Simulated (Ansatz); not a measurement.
# CO2 (Pa-3): the gap up the ladder of methods

Aim: the gap of CO2 (Pa-3) at several levels of theory on one structure, with the time that each takes.

Method: density functionals, hybrids and G0W0, plane waves, PAW, in Ansatz 0.2.0.

## Step 1: Set-up

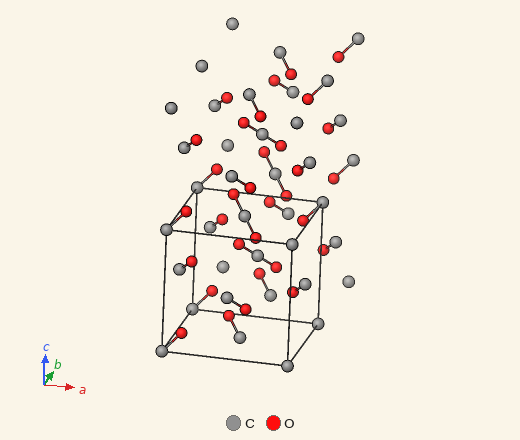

The starting structure, seen slightly off an axis (carbon grey, oxygen red). 1×2×2 cells are drawn. Bonds to atoms that aren't drawn are left out. Some periodic images of atoms are drawn too.

The cell and positions are those that the Materials Project relaxed with its own functionals (PBE, PBE+U or r2SCAN), kept fixed. At the settings of the band run the largest force is still 0.11 eV/Å.

The logs state that the PAW files were generated under PBE.

## Step 2: LDA on the 4×4×4 mesh

This step: DFT, LDA, plane waves, PAW; PAW set soft_1.

Contents of input.yaml:

```yaml
crystal:
  lattice:
    - [5.49707328, 0.0, 0.0]
    - [0.0, 5.49707328, 0.0]
    - [0.0, 0.0, 5.49707328]
  atoms:
    - { symbol: C, position: [0.0, 0.0, 0.0] }
    - { symbol: C, position: [0.5, 0.0, 0.5] }
    - { symbol: C, position: [0.5, 0.5, 0.0] }
    - { symbol: C, position: [0.0, 0.5, 0.5] }
    - { symbol: O, position: [0.12253698, 0.12253698, 0.12253698] }
    - { symbol: O, position: [0.37746302, 0.87746302, 0.62253698] }
    - { symbol: O, position: [0.62253698, 0.37746302, 0.87746302] }
    - { symbol: O, position: [0.87746302, 0.62253698, 0.37746302] }
    - { symbol: O, position: [0.87746302, 0.87746302, 0.87746302] }
    - { symbol: O, position: [0.62253698, 0.12253698, 0.37746302] }
    - { symbol: O, position: [0.37746302, 0.62253698, 0.12253698] }
    - { symbol: O, position: [0.12253698, 0.37746302, 0.62253698] }
kpoints:
  mp_grid: { grid: [4, 4, 4] }
  band_path:
    path:
      - [0.0, 0.0, 0.0]
      - [0.0, 0.5, 0.0]
      - [0.5, 0.5, 0.0]
      - [0.5, 0.5, 0.5]
      - [0.5, 0.0, 0.0]
    npoints: 1
hamiltonian:
  xc: lda
  pseudopotentials: { kind: paw, azcp: { folder: soft_1 }, xc_functional: pbe }
scf:
  occupations: { method: fixed }
  n_extra_bands: 8
output:
  eigenvalues: true
  forces: true
  stress: true
```

Command:

```
$ ansatz run input.yaml --threads 4 --pin off --max-ram 138240MiB --backend cuda --events-out ev --progress --plain --runs-dir out --devices 1 --max-vram 26GiB
```

Numbers of over 12 decimals in the logs are rounded to 6 here.

Log:

```text
scf.n_extra_bands = 8 over 32 filled bands (N_el = 64.0): the run solves 40 bands
GPUs: using 1 of 1 available (devices: 1).
Engine: ansatz 0.2.0, x86_64-unknown-linux-gnu
Pseudopotentials: kind: paw
Pseudopotential: C, paw, valence charge 4, recommended cutoff 420 eV (normal), soft_1/C.paw.azcp
Pseudopotential: O, paw, valence charge 6, recommended cutoff 420 eV (normal), soft_1/O.paw.azcp
Functional definition: SPW92
  exchange = slater_x
  correlation = pw_c
device memory: the entry about to start is reckoned to put 4.0 GiB on a device that reports 73.5 GiB free (of which the cap on the GPU budget leaves the run 26.0 GiB)
GPU FFT provider: cuFFT
GPU libraries: cuBLAS 13.8.2, cuFFT 12.4.0, cuSOLVER 12.3.4
Crystal: 12 atoms, lattice volume = 166.110 Å³
Basis set: ecut = 420 eV, 3239 PW (Γ)
Bands: 40, of which v1, the nominal top of the filled ones, is band 32 counted from 1 (31 counted from 0)
Symmetry: 24 space group operations
Space group: Pa-3 (ITA 205), of the structure as read, at distance tolerance 5.5e-5 Å
k-points: 11 of 64
Non-local potential: C, projectors of the file, l = 0: 2, l = 1: 2, l = 2: 1
Non-local potential: O, projectors of the file, l = 0: 2, l = 1: 2, l = 2: 1
PAW form: soft (Blöchl's): semilocal exchange-correlation on the pseudo side does not see the compensation charge
PAW frozen core: C, regenerated for the run's functional, and the local potential with it (the file was generated under x = pbe(κ = 0.804, μ = 0.219515), c = pbe(β = 0.066725))
PAW frozen core: O, regenerated for the run's functional, and the local potential with it (the file was generated under x = pbe(κ = 0.804, μ = 0.219515), c = pbe(β = 0.066725))
PAW one-centre angular grid: C, 110 points (default); XC on 64 Gauss nodes
PAW one-centre angular grid: O, 110 points (default); XC on 64 Gauss nodes
Initial density: superposition of atomic densities (chi_scale 0.1, normalization cell, long waves kept (reshape's long-wave potential 0.02 eV rms))
Initial wavefunctions: pseudopotential atomic-orbital guess
GPU buffer pool allocated for 64000 grid points (all kernels)
GPU transforms: local potential and band sums: pruned to the plane-wave sphere, on 40×40×40
Functional: x = slater, c = lda
SCF iter   1: F=—  HF=-5411.694499 eV  |F-HF|=—  |Δ(HF+E_count)|=         —  Δρ=9.57e-2  dr2=1.05e1  ethr=3.10e-3  ⟨swp⟩=4.6  Hψ=1714  notcnv=0  defer=46
preconditioner: auto → Resta (q_TF=auto, 2.327 Å⁻¹)  ε∞=3.1  [insulator: Δε(μ)=7.596 eV  Ē_g=15.802 eV  n_scr=32 (ndim 8)  ℏωp=23.0 eV  f_vac=0.064  ε∞_Penn≈3.1]
SCF iter   2: F=—  HF=-5408.712247 eV  |F-HF|=—  |Δ(HF+E_count)|=    2.98e0  Δρ=4.08e-2  dr2=1.41e0  ethr=3.10e-3  ⟨swp⟩=3.0  Hψ=968  notcnv=0  defer=52
SCF iter   3: F=—  HF=-5408.266288 eV  |F-HF|=—  |Δ(HF+E_count)|=   4.46e-1  Δρ=1.57e-2  dr2=3.09e-1  ethr=2.20e-3  ⟨swp⟩=2.0  Hψ=766  notcnv=0  defer=40
SCF iter   4: F=—  HF=-5408.191188 eV  |F-HF|=—  |Δ(HF+E_count)|=   7.51e-2  Δρ=3.65e-3  dr2=1.10e-2  ethr=4.83e-4  ⟨swp⟩=2.0  Hψ=785  notcnv=0  defer=56
SCF iter   5: F=—  HF=-5408.191882 eV  |F-HF|=—  |Δ(HF+E_count)|=   6.93e-4  Δρ=5.54e-4  dr2=5.58e-4  ethr=1.72e-5  ⟨swp⟩=2.7  Hψ=737  notcnv=0  defer=58
SCF iter   6: F=—  HF=-5408.191750 eV  |F-HF|=—  |Δ(HF+E_count)|=   1.32e-4  Δρ=2.59e-4  dr2=7.84e-5  ethr=8.71e-7  ⟨swp⟩=2.0  Hψ=781  notcnv=0  defer=58
SCF iter   7: F=—  HF=-5408.191692 eV  |F-HF|=—  |Δ(HF+E_count)|=   5.80e-5  Δρ=5.45e-5  dr2=3.63e-6  ethr=1.23e-7  ⟨swp⟩=2.3  Hψ=697  notcnv=0  defer=37
SCF iter   8: F=—  HF=-5408.191690 eV  |F-HF|=—  |Δ(HF+E_count)|=   1.31e-6  Δρ=1.14e-5  dr2=1.43e-7  ethr=5.67e-9  ⟨swp⟩=2.4  Hψ=807  notcnv=0  defer=37
SCF iter   9: F=-5408.191690 eV  HF=-5408.191690 eV  |F-HF|=2.47e-9  |Δ(HF+E_count)|=   4.75e-8  Δρ=2.00e-6  dr2=3.79e-9  ethr=1.56e-10  ⟨swp⟩=11.5  Hψ=2177  notcnv=0
SCF 1 converged in 9 iterations: F = -5408.191690 eV  dr2 = 3.79e-9
[...]
concurrent solve slots: 3 of 4 are kept, ahead of what memory takes: no pass of the eigensolver takes more rounds on 3
device memory: the entry about to start is reckoned to put 2.2 GiB on a device that reports 72.9 GiB free (of which the cap on the GPU budget leaves the run 26.0 GiB)
NSCF: frozen V_eff on 5 k-points
SCF converged after 9 iterations
Free energy (F): -5408.191690 eV
Harris-Foulkes:  -5408.191690 eV  (|F-HF|=2.47e-9)
Internal energy: -5408.191690 eV  (E = F + TS)
E sigma→0 (E₀):  -5408.191690 eV
Fermi energy:    -1.965436 eV
--- Per-component energies (eV) ---
  E_band       = -583.662900
  E_kinetic    = 1667.896333
  E_local      = -4594.824893  (includes V_loc(G=0)·N_el)
  E_nonlocal   = 540.612137
  E_hartree    = 1559.947832
  E_xc         = -727.004413
  E_vxc        = -924.952876  (∫ρ·V_xc dr)
  E_paw        = -1586.175833  (= ΣΔE_a)
  E_vpaw       = -392.299450  (= ΣTr[D̂ρ^β])
  E_aug_tail   = 0.006339  (compensation charges beyond the density's cutoff)
  E_ewald      = -2269.675893
  E_core_change = 1.026702  (= ΣΔE_core)
  E_smearing   = -0.000000  (= −TS)
  E_closure    = 0.000000  (closes the sum)
  Σ components = -5408.191690   (vs F -5408.191690, Δ=0.00e0)
--- Forces (eV/Å), atoms counted from 1 ---
  atom   1  C      0.00000000    -0.00000000     0.00000000
  atom   2  C      0.00000000    -0.00000000     0.00000000
  atom   3  C      0.00000000    -0.00000000    -0.00000000
  atom   4  C      0.00000000    -0.00000000     0.00000000
  atom   5  O     -0.35836316    -0.35836316    -0.35836316
  atom   6  O      0.35836316     0.35836316    -0.35836316
  atom   7  O     -0.35836316     0.35836316     0.35836316
  atom   8  O      0.35836316    -0.35836316     0.35836316
  atom   9  O      0.35836316     0.35836316     0.35836316
  atom  10  O     -0.35836316    -0.35836316     0.35836316
  atom  11  O      0.35836316    -0.35836316    -0.35836316
  atom  12  O     -0.35836316     0.35836316    -0.35836316
  max |Σ_I F_I| component: 3.33e-16 eV/Å
--- Stress (GPa, compression-positive) ---
       -3.068783       0.000000       0.000000
        0.000000      -3.068783       0.000000
        0.000000       0.000000      -3.068783
  P = ⅓ Tr σ = -3.0688 GPa (-30.688 kbar)
--- Band table (eV; the first three rows and the last of 11) ---
  k-point 0: bands = [... 28 lower, -2.2018, -2.2018, -1.9654, -1.9654, 4.6108, 5.8707, 5.8707, 5.8707, ... 4 higher]
  k-point 1: bands = [... 28 lower, -2.2382, -2.1486, -2.0878, -1.9850, 5.0257, 5.7996, 5.9660, 6.0016, ... 4 higher]
  k-point 2: bands = [... 28 lower, -2.3227, -2.3227, -2.0505, -2.0505, 5.7895, 5.7895, 6.0233, 6.0233, ... 4 higher]
  k-point 10: bands = [... 28 lower, -2.3446, -2.3446, -2.3446, -2.3446, 5.7928, 5.7928, 5.7928, 5.7928, ... 4 higher]
```

Run time: 5.9 s. Hardware: 1 × NVIDIA H100 80GB HBM3 (shared by 3 runs) with 4 threads of AMD EPYC 7R13 (Zen 3), shared host; peak memory 0.89 GiB; 4 s of CPU time.

Numbers from this step:

```yaml
pressure: -3.069 GPa
gap: 6.576 eV
valence_top_at: Γ
conduction_bottom_at: Γ
least_direct_gap: 6.576 eV
```

Over mesh and listed points the gap is 6.576 eV, direct, at k = Γ.

## Step 3: PBEsol on the 4×4×4 mesh

This step: DFT, PBEsol, plane waves, PAW; PAW set soft_1.

Changes to input.yaml since step 2:

```diff
@@ -29,3 +29,3 @@
 hamiltonian:
-  xc: lda
+  xc: pbesol
   pseudopotentials: { kind: paw, azcp: { folder: soft_1 }, xc_functional: pbe }
@@ -38 +38,5 @@
   stress: true
+  write_density: true
+  write_potential: true
+  elf: true
+  volumetric_format: npy
```

Log:

```text
[...]
GPUs: using 1 of 1 available (devices: 1).
[...]
GPU FFT provider: cuFFT
GPU libraries: cuBLAS 13.8.2, cuFFT 12.4.0, cuSOLVER 12.3.4
Crystal: 12 atoms, lattice volume = 166.110 Å³
Basis set: ecut = 420 eV, 3239 PW (Γ), exchange–correlation on 80×80×80 points (8 copies of the dense FFT grid, shifted against one another)
Bands: 40, of which v1, the nominal top of the filled ones, is band 32 counted from 1 (31 counted from 0)
Symmetry: 24 space group operations
[...]
k-points: 11 of 64
[...]
GPU buffer pool allocated for 64000 grid points (all kernels)
[...]
SCF iter   1: F=—  HF=-5472.117039 eV  |F-HF|=—  |Δ(HF+E_count)|=         —  Δρ=9.52e-2  dr2=1.06e1  ethr=3.10e-3  ⟨swp⟩=4.6  Hψ=1622  notcnv=0  defer=46
[...]
atom   7  O     -0.04661061     0.04661061     0.04661061
  atom   8  O      0.04661061    -0.04661061     0.04661061
  atom   9  O      0.04661061     0.04661061     0.04661061
  atom  10  O     -0.04661061    -0.04661061     0.04661061
  atom  11  O      0.04661061    -0.04661061    -0.04661061
  atom  12  O     -0.04661061     0.04661061    -0.04661061
  max |Σ_I F_I| component: 6.25e-17 eV/Å
--- Stress (GPa, compression-positive) ---
        0.762894       0.000000       0.000000
        0.000000       0.762894       0.000000
        0.000000       0.000000       0.762894
  P = ⅓ Tr σ = 0.7629 GPa (7.629 kbar)
--- Band table (eV; the first three rows and the last of 11) ---
  k-point 0: bands = [... 28 lower, -1.9238, -1.9238, -1.6948, -1.6948, 5.0940, 6.2406, 6.2406, 6.2406, ... 4 higher]
  k-point 1: bands = [... 28 lower, -1.9594, -1.8727, -1.8131, -1.7140, 5.5097, 6.1758, 6.3346, 6.3773, ... 4 higher]
  k-point 2: bands = [... 28 lower, -2.0412, -2.0412, -1.7778, -1.7778, 6.1720, 6.1720, 6.4259, 6.4259, ... 4 higher]
  k-point 10: bands = [... 28 lower, -2.0611, -2.0611, -2.0611, -2.0611, 6.1653, 6.1653, 6.1653, 6.1653, ... 4 higher]
[key lines of the parts left out:]
SCF converged after 8 iterations
Free energy (F): -5469.055093 eV
Fermi energy:    -1.694790 eV
```

Run time: 3.6 s. Hardware: 1 × NVIDIA H100 80GB HBM3 (shared by 3 runs) with 4 threads; peak memory 0.92 GiB; 4.3 s of CPU time.

Numbers from this step:

- pressure: 0.7629 GPa
- gap: 6.789 eV
- valence top at: Γ
- conduction bottom at: Γ
- least direct gap: 6.789 eV

Over mesh and listed points the gap is 6.789 eV, direct, at k = Γ. PBEsol against LDA: 6.789 − 6.576 = +0.213 eV, with the same mesh, files and cutoff, and both edges at the same k points.

## Step 4: PBE on the 4×4×4 mesh

Levels along a band path and on the mesh show where this functional puts the band edges.

This step: DFT, PBE, plane waves, PAW; PAW set soft_1.

Changes to input.yaml since step 3:

```diff
@@ -22,13 +22,10 @@
     path:
-      - [0.0, 0.0, 0.0]
-      - [0.0, 0.5, 0.0]
-      - [0.5, 0.5, 0.0]
-      - [0.5, 0.5, 0.5]
-      - [0.5, 0.0, 0.0]
-    npoints: 1
+      - [[0.0, 0.0, 0.0], [0.0, 0.5, 0.0], [0.5, 0.5, 0.0], [0.0, 0.0, 0.0], [0.5, 0.5, 0.5], [0.0, 0.5, 0.0]]
+      - [[0.5, 0.5, 0.5], [0.5, 0.5, 0.0], [0.5, 0.0, 0.0]]
+    npoints: 10
 hamiltonian:
-  xc: pbesol
-  pseudopotentials: { kind: paw, azcp: { folder: soft_1 }, xc_functional: pbe }
+  xc: pbe
+  pseudopotentials: { kind: paw, azcp: { folder: soft_1 } }
 scf:
-  occupations: { method: fixed }
+  occupations: { method: fermi_dirac, width: 0.02 }
   n_extra_bands: 8
```

Log:

```text
[...]
GPUs: using 1 of 1 available (devices: 1).
[...]
GPU FFT provider: cuFFT
GPU libraries: cuBLAS 13.8.2, cuFFT 12.4.0, cuSOLVER 12.3.4
Crystal: 12 atoms, lattice volume = 166.110 Å³
Basis set: ecut = 420 eV, 3239 PW (Γ), exchange–correlation on 80×80×80 points (8 copies of the dense FFT grid, shifted against one another)
[...]
k-point 0: bands = [... 28 lower, -1.8779, -1.8779, -1.6524, -1.6524, 5.2190, 6.3074, 6.3074, 6.3074, ... 4 higher]
  k-point 1: bands = [... 28 lower, -1.9135, -1.8278, -1.7692, -1.6714, 5.6338, 6.2465, 6.4002, 6.4432, ... 4 higher]
  k-point 2: bands = [... 28 lower, -1.9943, -1.9943, -1.7345, -1.7345, 6.2461, 6.2461, 6.5004, 6.5004, ... 4 higher]
  k-point 10: bands = [... 28 lower, -2.0138, -2.0138, -2.0138, -2.0138, 6.2346, 6.2346, 6.2346, 6.2346, ... 4 higher]
[key lines of the parts left out:]
SCF converged after 8 iterations
Free energy (F): -5539.526153 eV
Fermi energy:    1.798460 eV
P = ⅓ Tr σ = 2.5148 GPa (25.148 kbar)
```

Elapsed: 6.1 s, on 1 × NVIDIA H100 80GB HBM3 (shared by 3 runs) with 4 threads; peak memory 0.97 GiB; 13 s of CPU time.

This step gave:

```
pressure             : 2.515 GPa
gap                  : 6.871 eV
valence top at       : Γ
conduction bottom at : Γ
least direct gap     : 6.871 eV
```

Over mesh and path the gap is 6.871 eV, direct, at k = Γ. PBE against PBEsol: 6.871 − 6.789 = +0.082 eV, with the same mesh, files and cutoff, and both edges at the same k points.

## Step 5: r2SCAN on the 4×4×4 mesh

r2SCAN is a meta-GGA: it depends on the kinetic-energy density as well as on the density and its gradient.

This step: DFT, r2SCAN, plane waves, PAW; PAW set soft_1.

Changes to input.yaml since step 4:

```diff
@@ -22,10 +22,13 @@
     path:
-      - [[0.0, 0.0, 0.0], [0.0, 0.5, 0.0], [0.5, 0.5, 0.0], [0.0, 0.0, 0.0], [0.5, 0.5, 0.5], [0.0, 0.5, 0.0]]
-      - [[0.5, 0.5, 0.5], [0.5, 0.5, 0.0], [0.5, 0.0, 0.0]]
-    npoints: 10
+      - [0.0, 0.0, 0.0]
+      - [0.0, 0.5, 0.0]
+      - [0.5, 0.5, 0.0]
+      - [0.5, 0.5, 0.5]
+      - [0.5, 0.0, 0.0]
+    npoints: 1
 hamiltonian:
-  xc: pbe
+  xc: r2scan
   pseudopotentials: { kind: paw, azcp: { folder: soft_1 } }
 scf:
-  occupations: { method: fermi_dirac, width: 0.02 }
+  occupations: { method: fixed }
   n_extra_bands: 8
@@ -35,5 +38 @@
   stress: true
-  write_density: true
-  write_potential: true
-  elf: true
-  volumetric_format: npy
```

Log:

```text
[...]
GPUs: using 1 of 1 available (devices: 1).
[...]
GPU FFT provider: cuFFT
GPU libraries: cuBLAS 13.8.2, cuFFT 12.4.0, cuSOLVER 12.3.4
Crystal: 12 atoms, lattice volume = 166.110 Å³
Basis set: ecut = 500 eV, 4169 PW (Γ), exchange–correlation on 180×180×180 points (64 copies of the dense FFT grid, shifted against one another)
[...]
k-point 0: bands = [... 28 lower, -2.3613, -2.3613, -2.1320, -2.1320, 5.3621, 6.5206, 6.5206, 6.5206, ... 4 higher]
  k-point 1: bands = [... 28 lower, -2.3977, -2.3106, -2.2505, -2.1516, 5.7955, 6.4591, 6.6198, 6.6600, ... 4 higher]
  k-point 2: bands = [... 28 lower, -2.4795, -2.4795, -2.2159, -2.2159, 6.4641, 6.4641, 6.7307, 6.7307, ... 4 higher]
  k-point 10: bands = [... 28 lower, -2.4985, -2.4985, -2.4985, -2.4985, 6.4440, 6.4440, 6.4440, 6.4440, ... 4 higher]
[key lines of the parts left out:]
SCF converged after 8 iterations
Free energy (F): -5550.947939 eV
Fermi energy:    -2.131973 eV
P = ⅓ Tr σ = -1.7301 GPa (-17.301 kbar)
```

The job ended after 5.8 s (1 × NVIDIA H100 80GB HBM3 (shared by 3 runs) with 4 threads; peak memory 1.1 GiB; 11 s of CPU time).

Numbers from this step:

```
pressure             : -1.730 GPa
gap                  : 7.494 eV
valence top at       : Γ
conduction bottom at : Γ
least direct gap     : 7.494 eV
```

Over mesh and listed points the gap is 7.494 eV, direct, at k = Γ. r2SCAN against PBE: 7.494 − 6.871 = +0.623 eV. The runs also differ in plane-wave cutoff (420 eV and 500 eV), so how much of this comes from the functional alone is not known.

## Step 6: HSE06 on the 4×4×4 mesh

HSE06 mixes in a quarter of exact exchange at short range.

This step: DFT, HSE06, plane waves, PAW; PAW set soft_1.

Changes to input.yaml since step 5:

```diff
@@ -29,3 +29,3 @@
 hamiltonian:
-  xc: r2scan
+  xc: hse06
   pseudopotentials: { kind: paw, azcp: { folder: soft_1 } }
@@ -36,3 +36 @@
   eigenvalues: true
-  forces: true
-  stress: true
```

Log:

```text
[...]
GPUs: using 1 of 1 available (devices: 1).
[...]
davidson cushion auto → on  (no smearing: the cushion is to keep the highest requested band from converging to the state above it; pin scf.eigensolver.cushion to override)
[...]
GPU FFT provider: cuFFT
GPU libraries: cuBLAS 13.8.2, cuFFT 12.4.0, cuSOLVER 12.3.4
Crystal: 12 atoms, lattice volume = 166.110 Å³
Basis set: ecut = 420 eV, 3239 PW (Γ)
[...]
Fermi energy:    -2.894138 eV
[...]
--- Band table (eV; the first three rows and the last of 11) ---
  k-point 0: bands = [... 28 lower, -3.1355, -3.1355, -2.8941, -2.8941, 5.7302, 7.0757, 7.0757, 7.0757, ... 4 higher]
  k-point 1: bands = [... 28 lower, -3.1743, -3.0825, -3.0186, -2.9150, 6.1668, 7.0006, 7.1825, 7.2271, ... 4 higher]
  k-point 2: bands = [... 28 lower, -3.2607, -3.2607, -2.9830, -2.9830, 6.9949, 6.9949, 7.2467, 7.2467, ... 4 higher]
  k-point 10: bands = [... 28 lower, -3.2780, -3.2780, -3.2780, -3.2780, 6.9930, 6.9930, 6.9930, 6.9930, ... 4 higher]
[key lines of the parts left out:]
Free energy (F): -5537.041287 eV
```

Wall time 23 s (1 × NVIDIA H100 80GB HBM3 (shared by 3 runs) with 4 threads); peak memory 1.4 GiB.

Numbers from this step:

| Property | Result |
| --- | --- |
| gap | 8.624 eV |
| valence top at | Γ |
| conduction bottom at | Γ |
| least direct gap | 8.624 eV |
| exact-exchange fraction | 0.25 |

Over mesh and listed points the gap is 8.624 eV, direct, at k = Γ. HSE06 against PBE: 8.624 − 6.871 = +1.753 eV, with the same mesh, files and cutoff, and both edges at the same k points.

## Step 7: PBE0 on the 4×4×4 mesh

PBE0 mixes in a quarter of exact exchange at all distances.

This step: DFT, PBE0, plane waves, PAW; PAW set soft_1.

Changes to input.yaml since step 6:

```diff
@@ -29,3 +29,3 @@
 hamiltonian:
-  xc: hse06
+  xc: pbe0
   pseudopotentials: { kind: paw, azcp: { folder: soft_1 } }
@@ -36 +36,5 @@
   eigenvalues: true
+  write_density: true
+  write_potential: true
+  elf: true
+  volumetric_format: npy
```

Log:

```text
[...]
GPUs: using 1 of 1 available (devices: 1).
[...]
GPU FFT provider: cuFFT
GPU libraries: cuBLAS 13.8.2, cuFFT 12.4.0, cuSOLVER 12.3.4
Crystal: 12 atoms, lattice volume = 166.110 Å³
Basis set: ecut = 420 eV, 3239 PW (Γ)
Bands: 40, of which v1, the nominal top of the filled ones, is band 32 counted from 1 (31 counted from 0)
Symmetry: 24 space group operations
[...]
k-points: 11 of 64
[...]
Fermi energy:    -3.299238 eV
[...]
--- Band table (eV; the first three rows and the last of 11) ---
  k-point 0: bands = [... 28 lower, -3.5429, -3.5429, -3.2992, -3.2992, 6.1090, 7.4667, 7.4667, 7.4667, ... 4 higher]
  k-point 1: bands = [... 28 lower, -3.5817, -3.4892, -3.4247, -3.3202, 6.5470, 7.3905, 7.5740, 7.6188, ... 4 higher]
  k-point 2: bands = [... 28 lower, -3.6686, -3.6686, -3.3888, -3.3888, 7.3843, 7.3843, 7.6344, 7.6344, ... 4 higher]
  k-point 10: bands = [... 28 lower, -3.6863, -3.6863, -3.6863, -3.6863, 7.3834, 7.3834, 7.3834, 7.3834, ... 4 higher]
[key lines of the parts left out:]
Free energy (F): -5537.903427 eV
```

Wall time 26 s (1 × NVIDIA H100 80GB HBM3 (shared by 3 runs) with 4 threads); peak memory 1.4 GiB; 38 s of CPU time.

This step gave:

```yaml
gap: 9.408 eV
valence_top_at: Γ
conduction_bottom_at: Γ
least_direct_gap: 9.408 eV
exact_exchange_fraction: 0.25
```

Over mesh and listed points the gap is 9.408 eV, direct, at k = Γ. PBE0 against HSE06: 9.408 − 8.624 = +0.784 eV, with the same mesh, files and cutoff, and both edges at the same k points.

(Part 1 of 2 ends here.)

[Paths, hosts, dates, memory and timing lines, banners, echoed tables and standing remarks are left out of the program output.]

[Logs are printed without paths, hosts, clocks, repeated set-up lines and the standing remarks that a program may print on its own settings, such as how far it seeks lower states.]

[Runs of the session that timed out or met a known fault of the program may be left out.]

[Cells called generated may have been cut or substituted from an entry of the Crystallography Open Database or the Materials Project.]

[Hosts, paths, dates, database ids (printed as entryN), source tags and the programs' standing remarks are cut or masked in the printed files.]

[Where an RPA ε∞ is given, it is that of the G0W0 mesh and is not shown converged in it. Names of k-points follow the symmetry that the program found, which can be lower than the space group named. Band edges on a path are those of the sampled points; other points can move an edge, and change direct to indirect where valleys lie close.]

[Hybrid gaps are those of their k-mesh and are not shown converged in it.]
